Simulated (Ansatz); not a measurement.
# linear Pb chain: period, moment and channels by functional, part 2 of 3

How many channels does the linear Pb chain carry, and how sure is the answer?

Ansatz 0.2.0; DFT PBE, plane waves, PAW; relaxation of a chain's period (the session's first sound run).

So far. Step 2 (The relaxed wire, level PBE, cutoff 420 eV): The cell's length comes to 2.919 Å with no moment.

**3. The perfect wire, level PBE, k-mesh 1×1×28**

This step: DFT PBE, plane waves, PAW; channels and complex bands of a perfect chain (Ansatz 0.2.0).

At the relaxed period the Bloch states of the perfect chain are found at each energy: those that move forward count the open channels, and those that decay describe how a disturbance dies away inside the wire itself. An energy step of 0.035 eV is under the 0.039 eV that the program asks for its thermal average at 300 K.

input.yaml

```yaml
crystal:
  lattice:
    - [7.5, 0.0, 0.0]
    - [0.0, 7.5, 0.0]
    - [0.0, 0.0, 2.9190662862]
  atoms:
    - { symbol: Pb, position: [0.5, 0.5, 0.0] }
kpoints:
  mp_grid: { grid: [1, 1, 28] }
  band_path: { path: ["Γ", Z], npoints: 60 }
scf:
  occupations: { method: fermi_dirac, width: 0.05 }
hamiltonian:
  xc: pbe
output:
  transmission:
    e_range: [-2, 2]
    de: 0.035
    kmesh: [1, 1]
    reduced_basis: true
    leads: [[0, 0]]
  dos: { projected: true, e_range: [-6, 4] }
  write_potential: true
  write_density: true
  volumetric_format: npy
  elf: true
```

Launch:

```
> ansatz run input.yaml --threads 4 --pin off --max-ram 8192MiB --backend cpu --events-out ev --progress --plain --runs-dir out
```

Numbers of over 12 decimals in the logs are rounded to 6 here.

The log of the run:

```text
[...]
Crystal: 1 atoms, lattice volume = 164.197 Å³
Basis set: ecut = 420 eV, 3225 PW (Γ)
Bands: 11, of which v1, the nominal top of the filled ones, is band 7 counted from 1 (6 counted from 0)
Symmetry: 16 space group operations
[...]
k-points: 15 of 28
[...]
SCF iter   1: F=—  HF=-11905.086192 eV  |F-HF|=—  |Δ(HF+E_count)|=         —  Δρ=1.69e-3  dr2=7.63e-3  ethr=1.77e-3  ⟨swp⟩=6.4  Hψ=1144  notcnv=0
[...]
SCF iter   6: F=-11905.085725 eV  HF=-11905.085725 eV  |F-HF|=1.45e-8  |Δ(HF+E_count)|=   4.73e-7  Δρ=3.84e-6  dr2=2.42e-8  ethr=7.14e-10  ⟨swp⟩=2.4  Hψ=732  notcnv=0
SCF 1 converged in 6 iterations: F = -11905.085725 eV  dr2 = 2.42e-8
[...]
NSCF: frozen V_eff on 61 k-points
transmission: 4 of 24 steps passed
transmission: 8 of 24 steps passed
[...]
transmission: 24 of 24 steps passed
WARN: The output density's exchange-correlation potential varies sharply where the density is thin. Do not read a vacuum level from v_tot or v_xc, or from such a field of the output density. On a cell that repeats whose density bears no net charge and no dipole along the vacuum's axis use v_es (v_loc + v_h of the components); under efield.dipole_correction with no amplitude use v_es + v_field, which holds any externa [...]
SCF converged after 6 iterations
Free energy (F): -11905.085725 eV
[...]
Internal energy: -11905.072488 eV  (E = F + TS)
E sigma→0 (E₀):  -11905.079106 eV
Entropy (-TS):   -0.013237 eV (-13.237 meV/atom)
Fermi energy:    -1.289576 eV
[...]
--- Band table (eV; the first three rows and the last of 15) ---
  k-point 0: bands = [... 3 lower, -18.0051, -18.0051, -10.8085, -1.9874, -1.9874, 1.3856, 2.8894, 4.4379]
  k-point 1: bands = [... 3 lower, -18.0108, -18.0108, -10.7867, -1.9601, -1.9601, 1.4074, 2.9113, 4.4589]
  k-point 2: bands = [... 3 lower, -18.0274, -18.0274, -10.7213, -1.8786, -1.8786, 1.4727, 2.9768, 4.5219]
  k-point 14: bands = [... 3 lower, -18.1785, -17.7693, -6.9870, -3.6870, 1.4930, 1.4930, 5.2214, 5.2214]
--- Transmission ---
  basis      : 497 plane waves across, 4 finite elements along
  points     : 1, standing for a mesh of 1 x 1
  filling    : by the input's occupations and mesh, since the crystals that have channels conduct as metals do. If one of these is a semiconductor, that mesh has misplaced its level
  energies   : 115 from -2.000000 to 1.990000 eV about the Fermi level, 0.035000 eV apart; the leads are filled to 0.000000 eV, and channels, transmission and decay are at -0.005000 eV
  crystal 0  : Pb1, at the sites [0, 0], period 2.9191 Å: whole cells are its period
    offset         : up to 0.0000 Å between an atom of the period and one for which it stands
    filled         : 20.2 meV over the level at which it is neutral
    channels       : 3.000000e0 a spin
    conductance    : 4.1323e14 S/m² at 300 K; may be off by some 0.0 % by where its bands' edges are placed, 0.0 % from the distance to neutral
```

It took 7.1 s on 4 threads of Intel Xeon 6975P-C (Granite Rapids), shared host; peak memory 0.5 GiB.

Numbers from this step:

| Quantity | Value |
| --- | --- |
| energy at zero smearing | -11905.0791 eV |
| channels at the energy nearest the Fermi level, one spin | 3 |
| conductance of the lead as this run defines it | 3.000 G₀ |
| band gap | 0 eV |

Table of open channels of the lead, one spin by energy, zero at the Fermi level:

```tsv
energy (eV)	open channels of the lead, one spin
-2.000	1
-1.510	1
-0.985	1
-0.495	3
-0.005	3
0.485	3
1.010	3
1.500	3
```

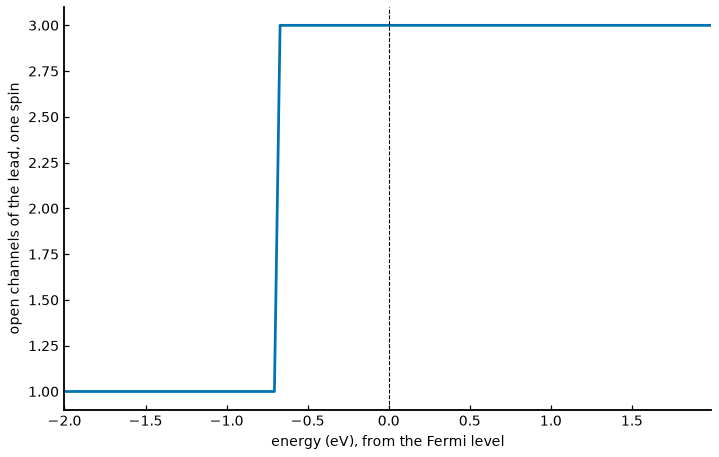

Open channels of the lead, one spin against energy.

The slowest values at each energy, most degenerate partners merged, listed up to 1.5 1/Å. Table of Im kz of the slowest decaying states by energy, zero at the Fermi level:

```tsv
energy (eV)	decay 1 (Å⁻¹)	decay 2 (Å⁻¹)	decay 3 (Å⁻¹)	decay 4 (Å⁻¹)
-2.0000	0.515	1.13	1.29	1.37
-1.7550	0.467	1.10	1.27	1.35
-1.5100	0.412	1.07	1.24	1.33
-1.2650	0.346	1.04	1.21	1.31
-0.9850	0.248	0.998	1.18	1.29
-0.7400	0.0954	0.963	1.15	1.26
-0.4950	0.928	1.12	1.24	1.32
-0.2500	0.891	1.09	1.22	1.30
-0.0050	0.853	1.06	1.20	1.27
0.2400	0.813	1.03	1.18	1.24
0.4850	0.771	1.000	1.15	1.22
0.7650	0.720	0.961	1.13	1.18
1.0100	0.672	0.926	1.10	1.15
1.2550	0.621	0.890	1.08	1.12
1.5000	0.564	0.851	1.05	1.09
1.7450	0.502	0.812	1.02	1.06
```

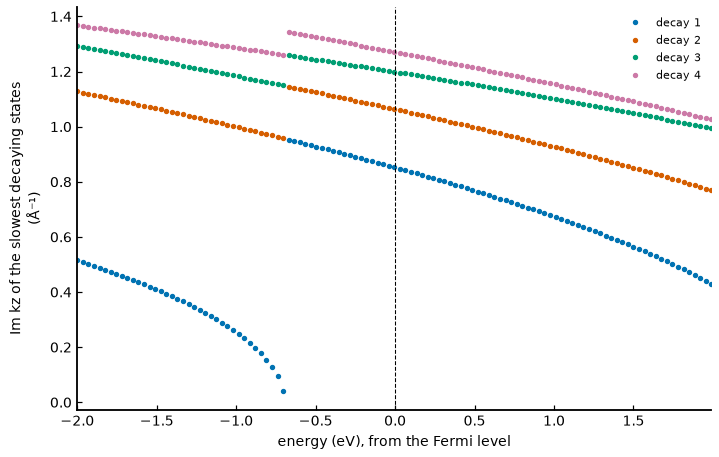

Im kz of the slowest decaying states against energy.

The electronic bands at the labelled points (eV, zero at the Fermi level):

```tsv
point	band 6	band 7	band 8	band 9	band 10	band 11
Γ	-9.52	-0.70	-0.70	2.68	4.18	5.73
Z	-5.70	-2.40	2.78	2.78	6.51	6.51
```

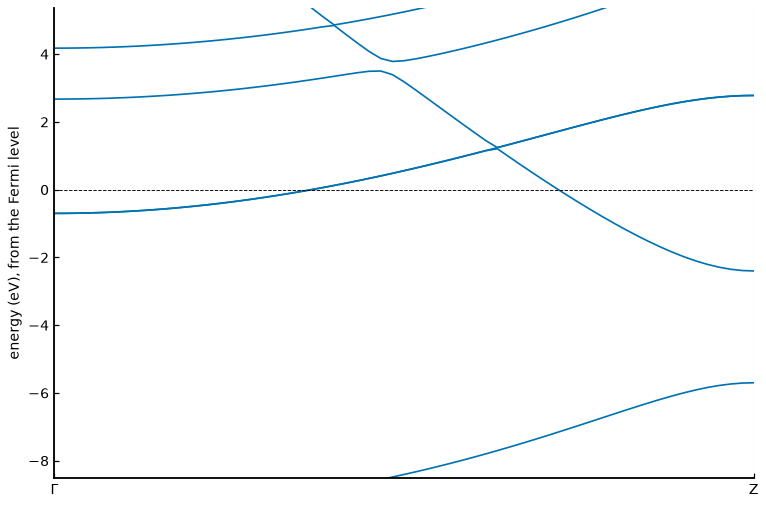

Electronic bands along the path.

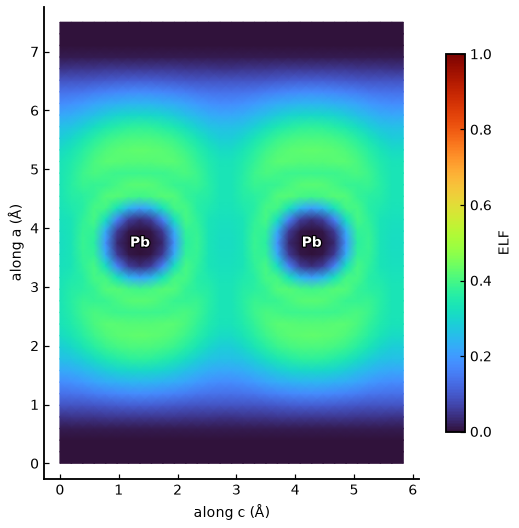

ELF in the ca plane at fractional y = 0.500, with atoms of Pb within 0.2 Å of it. It is the smooth field of the valence electrons, not physical close to the nuclei. The map starts off the cell's origin, so that atoms lie inside it.

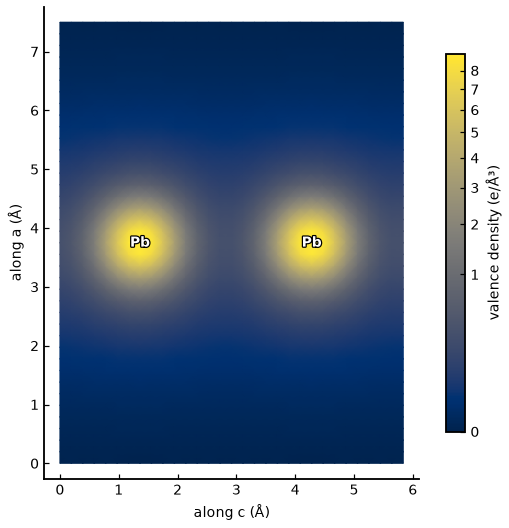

Valence density in the ca plane at fractional y = 0.500, with atoms of Pb within 0.2 Å of it. It is the smooth field of the valence electrons, not physical close to the nuclei. The map starts off the cell's origin, so that atoms lie inside it. The colour scale is stretched toward low values.

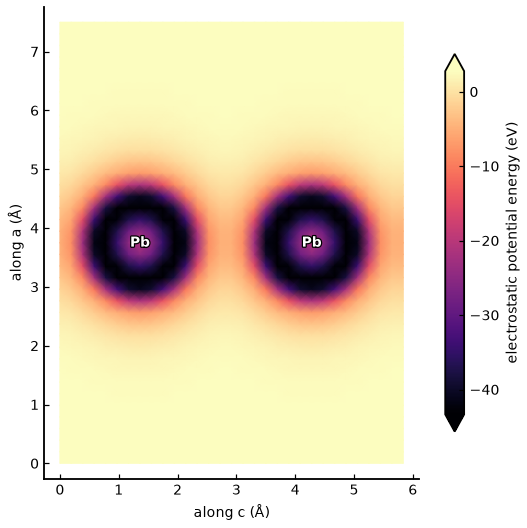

Electrostatic potential energy in the ca plane at fractional y = 0.500, with atoms of Pb within 0.2 Å of it. With pseudopotentials it is smooth inside the atoms' cores, unlike the true potential. The map starts off the cell's origin, so that atoms lie inside it.

By hand: the program gives 4.1323 × 10^14 S/m² over the cell's cross-section of 56.25 Å² = 5.625 × 10^-19 m², so one cell conducts 2.324 × 10^-4 S. Divided by G0 = 2e²/h = 7.748 × 10^-5 S this is 3.00 G0, a resistance of 4.30 kΩ.

At the computed energy nearest the Fermi level there are 3 channels a spin, and the thermal average gives 3.00 G₀.

**4. The relaxed wire**

This step: DFT LDA, plane waves, PAW; relaxation of a chain's period (Ansatz 0.2.0).

The relaxation is repeated under another functional. LDA has no gradient terms and tends to overbind, so it marks the short end of the likely bond lengths.

input.yaml

```yaml
crystal:
  lattice:
    - [7.5, 0.0, 0.0]
    - [0.0, 7.5, 0.0]
    - [0.0, 0.0, 2.7156]
  atoms:
    - { symbol: Pb, position: [0.5, 0.5, 0.0], spin: 0.5 }
magnetization:
  spin_polarized: true
kpoints:
  mp_grid: { grid: [1, 1, 30] }
scf:
  occupations: { method: fermi_dirac, width: 0.05 }
hamiltonian:
  xc: lda
relax:
  cell: { fix: [a, b, alpha, beta, gamma] }
  max_steps: 60
```

The log of the run:

```text
[...]
Crystal: 1 atoms, lattice volume = 152.752 Å³
Basis set: ecut = 420 eV, 3033 PW (Γ)
Bands: 12, of which v1, the nominal top of the filled ones, is band 7 counted from 1 (6 counted from 0)
Symmetry: 16 space group operations
[...]
k-points: 16 of 30
[...]
Starting moments: Σ|m| = 0.5 μB on 1 of 1 site
[...]
0.275465       0.000000       0.000000
        0.000000       0.275465      -0.000000
        0.000000      -0.000000       0.007175
  P = ⅓ Tr σ = 0.1860 GPa (1.860 kbar)
--- Relaxed structure (4 steps of the walk, 4 accepted, 1 SCFs on fresh bases) ---
[...]
cell:  # Å, volume = 156.9813 Å³
    - [7.5, 0, 0]
    - [0, 7.5, 0]
    - [0, 0, 2.790779]
  atoms:
    - { symbol: Pb, position: [0.5, 0.5, 0] }
[key lines of the parts left out:]
SCF converged after 5 iterations
Magnetization: 0.0000 μB (7.0000 up, 7.0000 down)
Free energy (F): -11600.710563 eV
Fermi energy:    -1.474014 eV
```

Elapsed: 4.3 s, on 4 threads; peak memory 0.46 GiB.

The steps of the relaxation:

```tsv
step	energy less that of the first step (eV)	largest force component (eV/Å)	pressure (GPa)	volume (Å³)
1	0.0000	0.0000	0.79	152.75
2	-0.0218	0.0000	0.13	157.59
3	-0.0221	0.0000	0.16	157.22
4	-0.0221	0.0000	0.19	156.98
5*	-0.0222	0.0000	0.19	156.98
```

Relaxation steps marked * repeat the geometry before them on a plane-wave basis chosen anew for their cell, so energy and pressure can jump there.

```tsv
cell as run	before	after	change
c (Å)	2.716	2.791	+2.8 %
```

Final coordinates:

```xyz
1
Lattice="7.5000 0.0000 0.0000 0.0000 7.5000 0.0000 0.0000 0.0000 2.7908" Properties=species:S:1:pos:R:3
Pb    3.7500    3.7500    0.0000
```

The cell's length comes to 2.791 Å, -4.4 % against the first run, with no moment.

The cell grew by 2.8 % in its periodic edges.

**5. The perfect wire, level LDA, k-mesh 1×1×29**

This step: DFT LDA, plane waves, PAW; channels and complex bands of a perfect chain (Ansatz 0.2.0).

The channels are counted again under LDA, at the period that it gave.

input.yaml

```yaml
crystal:
  lattice:
    - [7.5, 0.0, 0.0]
    - [0.0, 7.5, 0.0]
    - [0.0, 0.0, 2.7907792567]
  atoms:
    - { symbol: Pb, position: [0.5, 0.5, 0.0] }
kpoints:
  mp_grid: { grid: [1, 1, 29] }
  band_path: { path: ["Γ", Z], npoints: 60 }
scf:
  occupations: { method: fermi_dirac, width: 0.05 }
hamiltonian:
  xc: lda
output:
  transmission:
    e_range: [-2, 2]
    de: 0.035
    kmesh: [1, 1]
    reduced_basis: true
    leads: [[0, 0]]
  dos: { projected: true, e_range: [-6, 4] }
```

The log of the run:

```text
[...]
Crystal: 1 atoms, lattice volume = 156.981 Å³
Basis set: ecut = 420 eV, 3129 PW (Γ)
Bands: 11, of which v1, the nominal top of the filled ones, is band 7 counted from 1 (6 counted from 0)
Symmetry: 16 space group operations
[...]
k-points: 15 of 29
[...]
k-point 14: bands = [... 3 lower, -18.1801, -17.6476, -6.7596, -3.9325, 1.6419, 1.6419, 5.4639, 5.4639]
--- Transmission ---
  basis      : 497 plane waves across, 4 finite elements along
  points     : 1, standing for a mesh of 1 x 1
[...]
crystal 0  : Pb1, at the sites [0, 0], period 2.7908 Å: whole cells are its period
[...]
filled         : 47.0 meV under the level at which it is neutral
    channels       : 3.000000e0 a spin
[...]
[key lines of the parts left out:]
SCF converged after 6 iterations
Free energy (F): -11600.707668 eV
Fermi energy:    -1.529731 eV
```

Run time: 7.6 s. Hardware: 4 threads; peak memory 0.57 GiB; 26 s of CPU time.

Open channels of the lead, one spin against energy, zero at the Fermi level:

```tsv
energy (eV)	open channels of the lead, one spin
-2.0000	1
-1.7550	1
-1.5100	1
-1.2650	1
-0.9850	1
-0.7400	3
-0.4950	3
-0.2500	3
-0.0050	3
0.2400	3
0.4850	3
0.7650	3
1.0100	3
1.2550	3
1.5000	3
1.7450	3
```

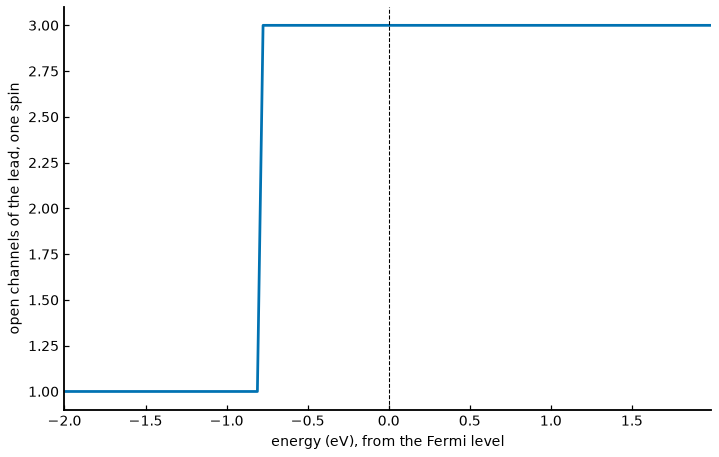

Open channels of the lead, one spin against energy.

At the computed energy nearest the Fermi level there are 3 channels a spin, and the thermal average gives 3.00 G₀.

**6. Relaxation of atoms and period**

This step: DFT PBEsol, plane waves, PAW; relaxation of a chain's period (Ansatz 0.2.0).

The relaxation is repeated under another functional. PBEsol weakens PBE's gradient terms and usually lands between LDA and PBE.

input.yaml

```yaml
crystal:
  lattice:
    - [7.5, 0.0, 0.0]
    - [0.0, 7.5, 0.0]
    - [0.0, 0.0, 2.7156]
  atoms:
    - { symbol: Pb, position: [0.5, 0.5, 0.0], spin: 0.5 }
magnetization:
  spin_polarized: true
kpoints:
  mp_grid: { grid: [1, 1, 30] }
scf:
  occupations: { method: fermi_dirac, width: 0.05 }
hamiltonian:
  xc: pbesol
relax:
  cell: { fix: [a, b, alpha, beta, gamma] }
  max_steps: 60
```

The log of the run:

```text
[...]
Crystal: 1 atoms, lattice volume = 152.752 Å³
Basis set: ecut = 420 eV, 3033 PW (Γ), exchange–correlation on 108×108×40 points (8 copies of the dense FFT grid, shifted against one another)
Bands: 12, of which v1, the nominal top of the filled ones, is band 7 counted from 1 (6 counted from 0)
Symmetry: 16 space group operations
[...]
0.271572      -0.000000       0.000000
       -0.000000       0.271572      -0.000000
        0.000000      -0.000000       0.031303
  P = ⅓ Tr σ = 0.1915 GPa (1.915 kbar)
--- Relaxed structure (3 steps of the walk, 3 accepted, 1 SCFs on fresh bases) ---
[...]
cell:  # Å, volume = 159.4606 Å³
    - [7.5, 0, 0]
    - [0, 7.5, 0]
    - [0, 0, 2.834856]
  atoms:
    - { symbol: Pb, position: [0.5, 0.5, 0.0] }
[key lines of the parts left out:]
SCF converged after 6 iterations
Magnetization: -0.0000 μB (7.0000 up, 7.0000 down)
Free energy (F): -11753.401452 eV
Fermi energy:    -1.311369 eV
```

The job ended after 4.3 s (4 threads; peak memory 0.48 GiB; 14 s of CPU time).

Relaxation path:

```tsv
step	energy less that of the first step (eV)	largest force component (eV/Å)	pressure (GPa)	volume (Å³)
1	0.0000	0.0000	1.01	152.75
2	-0.0422	0.0000	0.20	159.31
3	-0.0423	0.0000	0.19	159.46
4*	-0.0424	0.0000	0.19	159.46
```

Relaxation steps marked * repeat the geometry before them on a plane-wave basis chosen anew for their cell, so energy and pressure can jump there.

```tsv
cell as run	before	after	change
c (Å)	2.716	2.835	+4.4 %
```

The relaxed structure:

```cif
data_structure
_symmetry_space_group_name_H-M 'P 1'
_symmetry_Int_Tables_number 1
_cell_length_a 7.5000
_cell_length_b 7.5000
_cell_length_c 2.8349
_cell_angle_alpha 90.000
_cell_angle_beta 90.000
_cell_angle_gamma 90.000
_cell_volume 159.46
loop_
_atom_site_label
_atom_site_type_symbol
_atom_site_fract_x
_atom_site_fract_y
_atom_site_fract_z
_atom_site_occupancy
Pb1 Pb 0.50000 0.50000 0.00000 1
```

The cell's length comes to 2.835 Å, -2.9 % against the first run, with no moment.

The cell grew by 4.4 % in its periodic edges.

**7. The perfect wire, level PBEsol, k-mesh 1×1×29**

This step: DFT PBEsol, plane waves, PAW; channels and complex bands of a perfect chain (Ansatz 0.2.0).

The channels are counted again under PBEsol, at the period that it gave.

input.yaml

```yaml
crystal:
  lattice:
    - [7.5, 0.0, 0.0]
    - [0.0, 7.5, 0.0]
    - [0.0, 0.0, 2.8348558562]
  atoms:
    - { symbol: Pb, position: [0.5, 0.5, 0.0] }
kpoints:
  mp_grid: { grid: [1, 1, 29] }
  band_path: { path: ["Γ", Z], npoints: 60 }
scf:
  occupations: { method: fermi_dirac, width: 0.05 }
hamiltonian:
  xc: pbesol
output:
  transmission:
    e_range: [-2, 2]
    de: 0.035
    kmesh: [1, 1]
    reduced_basis: true
    leads: [[0, 0]]
  dos: { projected: true, e_range: [-6, 4] }
```

The log of the run:

```text
[...]
Crystal: 1 atoms, lattice volume = 159.461 Å³
Basis set: ecut = 420 eV, 3145 PW (Γ)
Bands: 11, of which v1, the nominal top of the filled ones, is band 7 counted from 1 (6 counted from 0)
Symmetry: 16 space group operations
[...]
k-points: 15 of 29
[...]
k-point 14: bands = [... 3 lower, -18.0602, -17.5534, -6.6935, -3.7107, 1.7112, 1.7112, 5.4797, 5.4797]
--- Transmission ---
  basis      : 497 plane waves across, 4 finite elements along
  points     : 1, standing for a mesh of 1 x 1
[...]
crystal 0  : Pb1, at the sites [0, 0], period 2.8349 Å: whole cells are its period
[...]
filled         : 46.7 meV under the level at which it is neutral
    channels       : 3.000000e0 a spin
[...]
[key lines of the parts left out:]
SCF converged after 6 iterations
Free energy (F): -11753.407495 eV
Fermi energy:    -1.352462 eV
```

Wall time 8.2 s (4 threads); peak memory 0.5 GiB.

At the computed energy nearest the Fermi level there are 3 channels a spin, and the thermal average gives 3.00 G₀.

**8. The relaxed wire**

This step: DFT RPBE, plane waves, PAW; relaxation of a chain's period (Ansatz 0.2.0).

The relaxation is repeated under another functional. RPBE strengthens the exchange enhancement and tends to longer, weaker bonds than PBE.

input.yaml

```yaml
crystal:
  lattice:
    - [7.5, 0.0, 0.0]
    - [0.0, 7.5, 0.0]
    - [0.0, 0.0, 2.7156]
  atoms:
    - { symbol: Pb, position: [0.5, 0.5, 0.0], spin: 0.5 }
magnetization:
  spin_polarized: true
kpoints:
  mp_grid: { grid: [1, 1, 30] }
scf:
  occupations: { method: fermi_dirac, width: 0.05 }
hamiltonian:
  xc: rpbe
relax:
  cell: { fix: [a, b, alpha, beta, gamma] }
  max_steps: 60
```

The log of the run:

```text
[...]
Crystal: 1 atoms, lattice volume = 152.752 Å³
Basis set: ecut = 420 eV, 3033 PW (Γ), exchange–correlation on 108×108×40 points (8 copies of the dense FFT grid, shifted against one another)
Bands: 12, of which v1, the nominal top of the filled ones, is band 7 counted from 1 (6 counted from 0)
Symmetry: 16 space group operations
[...]
0.286436       0.000000       0.000000
        0.000000       0.286436       0.000000
        0.000000       0.000000       0.027757
  P = ⅓ Tr σ = 0.2002 GPa (2.002 kbar)
--- Relaxed structure (5 steps of the walk, 5 accepted, 1 SCFs on fresh bases) ---
[...]
cell:  # Å, volume = 166.2721 Å³
    - [7.5, 0, 0]
    - [0, 7.5, 0]
    - [0, 0, 2.955949]
  atoms:
    - { symbol: Pb, position: [0.5, 0.5, 0.0] }
[key lines of the parts left out:]
SCF converged after 6 iterations
Magnetization: 0.0000 μB (7.0000 up, 7.0000 down)
Free energy (F): -11920.532434 eV
Fermi energy:    -1.183898 eV
```

Wall time 7.3 s (4 threads); peak memory 0.5 GiB; 21 s of CPU time.

Step by step:

```tsv
step	energy less that of the first step (eV)	largest force component (eV/Å)	pressure (GPa)	volume (Å³)
1	0.0000	0.0000	1.53	152.75
2	-0.1058	0.0000	0.58	160.20
3	-0.1224	0.0000	0.41	163.21
4	-0.1288	0.0000	0.13	167.09
5	-0.1292	0.0000	0.20	166.27
6*	-0.1295	0.0000	0.20	166.27
```

Relaxation steps marked * repeat the geometry before them on a plane-wave basis chosen anew for their cell, so energy and pressure can jump there.

```tsv
cell as run	before	after	change
c (Å)	2.716	2.956	+8.9 %
```

The relaxed structure:

```xyz
1
Lattice="7.5000 0.0000 0.0000 0.0000 7.5000 0.0000 0.0000 0.0000 2.9559" Properties=species:S:1:pos:R:3
Pb    3.7500    3.7500    0.0000
```

The cell's length comes to 2.956 Å, +1.3 % against the first run, with no moment.

The cell grew by 8.9 % in its periodic edges.

(Part 2 of 3 ends here.)

[Logs are printed without paths, hosts, clocks, repeated set-up lines and the standing remarks that a program may print on its own settings, such as how far it seeks lower states.]

[Hosts, paths, dates, database ids (printed as entryN), source tags and the programs' standing remarks are cut or masked in the printed files.]
